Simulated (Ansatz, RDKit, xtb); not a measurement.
**Isomers of C3H5NOSi, a sample narrowed down, part 1 of 2**

Which of a sample of isomers of C3H5NOSi is the most stable in the gas at 298.15 K, and what are its properties? The sample is small against all isomers, and the most stable one of this formula need not be in it.

The funnel: GFN2-xTB relaxations, single points with a density functional, relaxations at B3LYP-D3(BJ)/def2-SVP, harmonic vibrations (at GFN2-xTB), and a last energy at a higher level. All values are calculated.

## Step 1: Drawing up candidates

Isomers were taken from a list of plausible structures; this is a sample, not all of them. That gives 3 candidates.

```csv
label,SMILES,spin
c300,[SiH3]c1ncco1,singlet
c452,[SiH3]c1cocn1,singlet
c554,[SiH3]c1cnco1,singlet
```

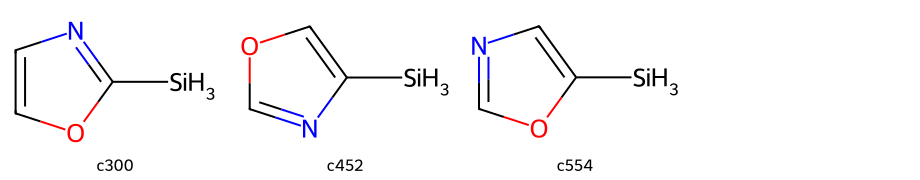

Structural formulas of the candidates.

Candidates are built by distance geometry, with a force field where one applies, in up to four conformers (letters a to d).

## Step 2: Cheap relaxation of all starts

All 3 starts are relaxed the same way. One of them, c300a (taken from a list of positional isomers, embedded by distance geometry and MMFF94), in full:

Contents of start.xyz:

```xyz
11
c300a
C      0.391740     0.452241     0.437378
C      0.550780     2.170033     1.670113
C     -0.493768     1.455905     2.098712
N      1.119530     1.556086     0.575507
O     -0.594767     0.317770     1.393846
Si     0.710623    -0.799102    -0.861616
H      2.103600    -1.391755    -0.774543
H      0.605043    -0.252732    -2.208347
H     -0.277639    -1.945942    -0.801065
H      0.949853     3.105976     2.000355
H     -1.205910     1.538414     2.945264
```

Command:

```sh
$ xtb start.xyz --gfn 2 --opt
```

Log, shortened:

```text
* xtb version 6.7.1
[...]
          :  # basis functions                  35          :
[...]
          :  # electrons                        32          :
[...]
          :  Hamiltonian                  GFN2-xTB          :
[...]
          :  net charge                          0          :
          :  unpaired electrons                  0          :
[...]
   *** convergence criteria satisfied after 13 iterations ***
[...]
   *** GEOMETRY OPTIMIZATION CONVERGED AFTER 8 ITERATIONS ***
[...]
   *** convergence criteria satisfied after 3 iterations ***
[...]
         ::                     SUMMARY                     ::
         :::::::::::::::::::::::::::::::::::::::::::::::::::::
         :: total energy             -17.680115021409 Eh    ::
         :: gradient norm              0.000555332164 Eh/a0 ::
         :: HOMO-LUMO gap              3.994636677218 eV    ::
         ::.................................................::
         :: SCC energy               -17.882333787352 Eh    ::
         :: -> isotropic ES            0.029558952924 Eh    ::
         :: -> anisotropic ES          0.003658736732 Eh    ::
         :: -> anisotropic XC          0.008682777145 Eh    ::
         :: -> dispersion             -0.007382420749 Eh    ::
         :: repulsion energy           0.202218765943 Eh    ::
         :: add. restraining           0.000000000000 Eh    ::
         :: total charge              -0.000000000000 e     ::
         :::::::::::::::::::::::::::::::::::::::::::::::::::::
[...]
        16        2.0000           -0.3912398             -10.6462 (HOMO)
        17                         -0.2444396              -6.6515 (LUMO)
[...]
     #   Z          covCN         q      C6AA      α(0)
     1   6 C        3.111     0.092    25.810     8.323
     2   6 C        3.089     0.024    27.368     8.575
     3   6 C        3.048     0.067    26.456     8.436
     4   7 N        1.904    -0.277    28.042     7.851
     5   8 O        1.735    -0.204    17.391     5.631
     6  14 Si       3.643     0.438    99.137    19.094
     7   1 H        0.919    -0.073     4.706     3.393
     8   1 H        0.919    -0.073     4.704     3.392
     9   1 H        0.918    -0.079     4.872     3.452
    10   1 H        0.927     0.040     2.444     2.445
    11   1 H        0.927     0.045     2.384     2.414
[...]
     #   Z sym  total        # sym  WBO       # sym  WBO       # sym  WBO
 ---------------------------------------------------------------------------
     1   6 C    3.864 --     4 N    1.601     5 O    1.149     6 Si   0.856
                             3 C    0.132
     2   6 C    3.979 --     3 C    1.608     4 N    1.285    10 H    0.971
     3   6 C    3.909 --     2 C    1.608     5 O    1.132    11 H    0.966
                             1 C    0.132
     4   7 N    3.041 --     1 C    1.601     2 C    1.285
     5   8 O    2.446 --     1 C    1.149     3 C    1.132
     6  14 Si   3.625 --     9 H    0.904     8 H    0.901     7 H    0.900
                             1 C    0.856
     7   1 H    0.995 --     6 Si   0.900
     8   1 H    0.995 --     6 Si   0.901
     9   1 H    0.994 --     6 Si   0.904
    10   1 H    0.998 --     2 C    0.971
[...]
molecular dipole:
                 x           y           z       tot (Debye)
 q only:       -0.085      -0.415      -0.239
   full:       -0.432      -0.280       0.226       1.429
molecular quadrupole (traceless):
[...]
          | TOTAL ENERGY              -17.680115021409 Eh   |
          | GRADIENT NORM               0.000555332164 Eh/α |
          | HOMO-LUMO GAP               3.994636677218 eV   |
           -------------------------------------------------
[...]
```

Wall time 0.29 s (2 threads of AMD EPYC (Zen 3), shared host).

## Step 3: The minima found

3 of the 3 relaxations converged. 3 distinct structures remain:

```csv
label,start,SMILES after,spin,energy (kcal/mol)
c554a,drawn,[SiH3]c1cnco1,singlet,0.0
c300a,drawn,[SiH3]c1ncco1,singlet,0.8
c452a,drawn,[SiH3]c1cocn1,singlet,2.0
```

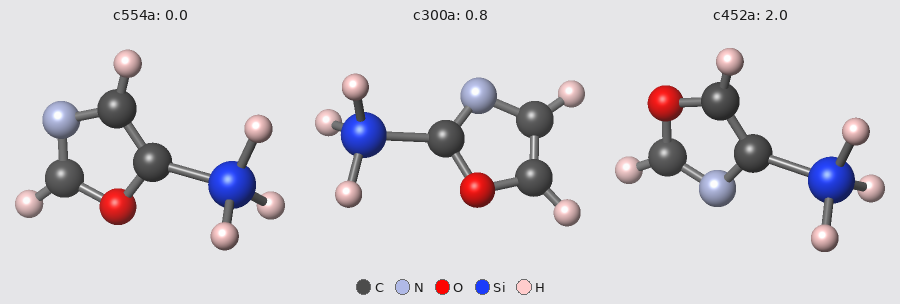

The 3 lowest minima that did not fall apart, with their GFN2-xTB energies in kcal/mol.

## Step 4: Screening with a density functional

A choice of the minima (the low ones first, few conformers of a pattern, up to a cap) and the lowest that fell apart get a single point at r2SCAN-D4/def2-SVP on the tight-binding geometry, and one at HF/STO-3G for comparison. The lowest singlets are also tried as triplets at the same geometry (label ending in t). The first, c554a:

Contents of input.yaml:

```yaml
crystal:
  periodic: [false, false, false]
  atoms:
    - {symbol: C, position_ang: [0.401098, 0.533427, 0.567584]}
    - {symbol: C, position_ang: [1.222387, 1.336413, 1.310561]}
    - {symbol: C, position_ang: [-0.746570, 1.975455, 1.663588]}
    - {symbol: "N", position_ang: [0.472675, 2.241646, 1.997286]}
    - {symbol: O, position_ang: [-0.869663, 0.959910, 0.807789]}
    - {symbol: Si, position_ang: [0.650189, -0.905312, -0.603826]}
    - {symbol: H, position_ang: [2.090977, -1.138455, -0.679133]}
    - {symbol: H, position_ang: [0.098933, -0.545159, -1.910817]}
    - {symbol: H, position_ang: [-0.050606, -2.072413, -0.066487]}
    - {symbol: H, position_ang: [2.289211, 1.318161, 1.392244]}
    - {symbol: H, position_ang: [-1.625711, 2.483178, 2.006311]}
basis:
  gaussian:
    orbitals: def2-SVP
output: {orbitals: {seedname: orbitals}}
scf:
  lower_state_search: off
hamiltonian:
  xc: {name: r2SCAN}
  dispersion: d4
```

Command:

```sh
$ ansatz run input.yaml --threads 2 --pin off --max-ram 5220MiB --events-out events.jsonl --progress --plain --runs-dir runs
```

Log, shortened:

```text
Warning: RAYON_NUM_THREADS=2 ignored (pool sized by the plan → 2); use --threads N
Functional definition: r2SCAN
  name "r2SCAN"
[...]
1275 factors; their error is unknown
[...]
mean field -14594.26836611 eV, -536.3294701043 hartree, gradient 7.8e-6 eV, S^2 0.000000; 0 other end points of the search recorded, 0 dependent functions left out
reference -14594.26837605 eV, -536.3294704694 hartree; 26, 26 occupied and 87, 87 virtual orbitals, 1275 factors
Total energy: -14594.33433517 eV, -536.3318944224 hartree
Checks for a lower state left out: stability, starts, cluster_reference, orbital_swaps, neighbouring_geometries, increment
```

Wall time 7.2 s (2 threads of AMD EPYC (Zen 3), shared host); peak memory 0.14 GiB.

Relative energies in kcal/mol, each column from its lowest structure that stays in one piece:

```csv
label,SMILES,spin,GFN2-xTB,HF/STO-3G,r2SCAN-D4/def2-SVP
c554a,[SiH3]c1cnco1,singlet,0.0,0.6,0.0
c452a,[SiH3]c1cocn1,singlet,2.0,1.5,0.9
c300a,[SiH3]c1ncco1,singlet,0.8,0.0,1.7
c554at,[SiH3]c1cnco1,triplet,–,–,92.0
c300at,[SiH3]c1ncco1,triplet,–,–,95.3
c452at,[SiH3]c1cocn1,triplet,–,–,97.3
```

## Step 5: Relaxing the best candidates

3 candidates are relaxed at B3LYP-D3(BJ)/def2-SVP (chosen among the lowest in one piece). The first, c554a:

Edit input.yaml of step 4 so:

```diff
@@ -6,3 +6,3 @@
     - {symbol: C, position_ang: [-0.746570, 1.975455, 1.663588]}
-    - {symbol: "N", position_ang: [0.472675, 2.241646, 1.997286]}
+    - {symbol: N, position_ang: [0.472675, 2.241646, 1.997286]}
     - {symbol: O, position_ang: [-0.869663, 0.959910, 0.807789]}
@@ -17,7 +17,8 @@
     orbitals: def2-SVP
-output: {orbitals: {seedname: orbitals}}
+hamiltonian:
+  xc: {name: B3LYP}
+  dispersion: d3bj
 scf:
   lower_state_search: off
-hamiltonian:
-  xc: {name: r2SCAN}
-  dispersion: d4
+relax:
+  f_tol: 0.006
```

Command:

```sh
$ ansatz run input.yaml --threads 2 --pin off --max-ram 5220MiB --events-out events.jsonl --progress --plain --runs-dir runs
```

Log, shortened:

```text
Warning: RAYON_NUM_THREADS=2 ignored (pool sized by the plan → 2); use --threads N
[...]
Functional definition: B3LYP
  name "B3LYP"
[...]
1251 factors; integrals over basis functions are off by at most 6.3e-4 eV
[...]
mean field -14599.25998491 eV, -536.5129087116 hartree, gradient 4.4e-6 eV, S^2 0.000000; 0 other end points of the search recorded, 0 dependent functions left out
[...]
reference -14599.26024904 eV, -536.5129184180 hartree; 26, 26 occupied and 87, 87 virtual orbitals, 1251 factors
relax step   1: F+E_penalty+E_count = -14599.69716365 eV  Δ(F+E_penalty+E_count) = +0.000e0 eV  max|allowed force component| = 7.287e-1 eV/Å  Δτ_max = 0.0000 Å  (16 SCF iters, accepted)
[...]
relax step   7: F+E_penalty+E_count = -14599.76670632 eV  Δ(F+E_penalty+E_count) = -2.765e-5 eV  max|allowed force component| = 7.581e-3 eV/Å  Δτ_max = 0.0010 Å  (14 SCF iters, accepted)
[...]
Atom 2 at    -0.747230     2.008611     1.692902 Å, force    -0.000578     0.001026     0.000851 eV/Å
Atom 3 at     0.481541     2.263452     2.012385 Å, force    -0.002154    -0.001545    -0.001510 eV/Å
Atom 4 at    -0.896677     0.983947     0.829224 Å, force     0.001382     0.001505     0.001334 eV/Å
Atom 5 at     0.646285    -0.901323    -0.600034 Å, force    -0.000291     0.000618     0.000466 eV/Å
Atom 6 at     2.115583    -1.131099    -0.664377 Å, force     0.000185    -0.000213     0.000015 eV/Å
Atom 7 at     0.120181    -0.579618    -1.956280 Å, force     0.000020     0.000027    -0.000065 eV/Å
Atom 8 at    -0.039718    -2.123746    -0.095258 Å, force    -0.000046    -0.000014    -0.000054 eV/Å
Atom 9 at     2.305476     1.290861     1.365294 Å, force     0.000471    -0.000430    -0.000471 eV/Å
Atom 10 at    -1.653789     2.509920     2.029348 Å, force     0.000070    -0.000399    -0.000262 eV/Å
Dipole moment:    -0.070836    -0.171337    -0.148429 e Å
Checks for a lower state left out: stability, starts, cluster_reference, orbital_swaps, neighbouring_geometries, increment
```

Run time: 70 s. Hardware: 2 threads of AMD EPYC (Zen 3), shared host; peak memory 0.23 GiB.

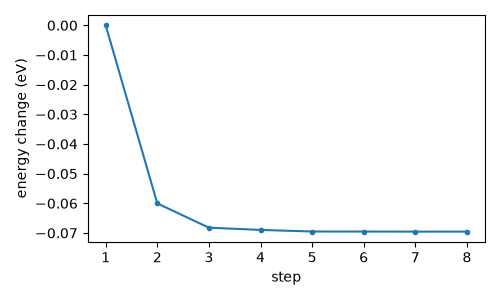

Energy along the run, all evaluated steps.

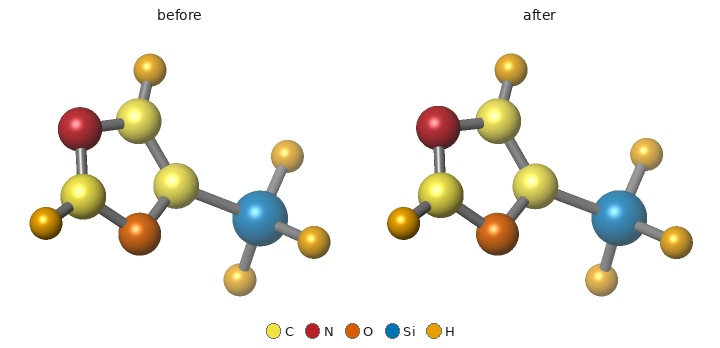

Before and after, at one scale.

After the run. Bond lengths: C1–C2 1.371 Å, C2–N4 1.383 Å, C3–N4 1.295 Å, C1–O5 1.381 Å, C3–O5 1.348 Å, C1–Si6 1.869 Å, Si6–H7 1.489 Å, Si6–H8 1.490 Å, Si6–H9 1.490 Å, C2–H10 1.089 Å, C3–H11 1.089 Å. Some angles: C1–C2–N4 110.0°, C2–C1–O5 105.9°, C2–C1–Si6 134.2°, O5–C1–Si6 120.0°, C2–N4–C3 104.3°, N4–C3–O5 114.4°, C1–O5–C3 105.5°, C1–C2–H10 128.1°, N4–C2–H10 121.9°, N4–C3–H11 128.5°.

## Step 6: The relaxed candidates

```csv
label,spin,r2SCAN-D4/def2-SVP (kcal/mol),"B3LYP-D3(BJ)/def2-SVP, relaxed (kcal/mol)",time
c554a,singlet,0.0,0.0,70 s
c452a,singlet,0.9,0.8,52 s
c300a,singlet,1.7,1.8,46 s
```

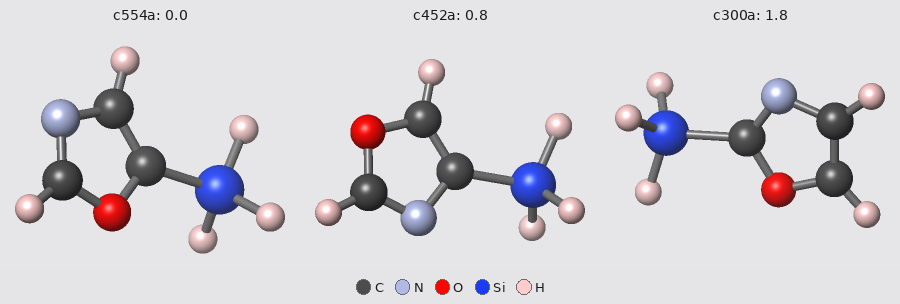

The relaxed structures, with energies at B3LYP-D3(BJ)/def2-SVP in kcal/mol.

(Continued in part 2 of 2.)
